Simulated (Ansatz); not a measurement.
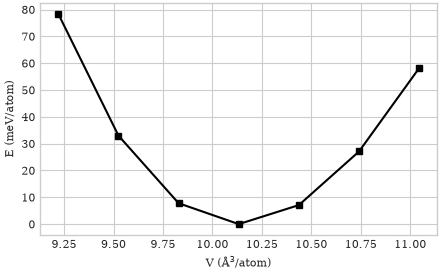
Fig. 1. TiC (rock salt, Fm-3m) under volume change, plane-wave PAW r²SCAN (Ansatz code), scaled uniformly.

Problem. What does a third-order Birch–Murnaghan fit give for V₀, B₀ and B′?

Solution. V₀ = 10.13 Å³/atom, B₀ = 262 GPa, B′ = 4.0.

Symmetry was held in the r²SCAN relaxation; of distortions, only those at the zone centre were tested. No spin polarisation was allowed.

Potentials: the later of the program's two PAW sets.
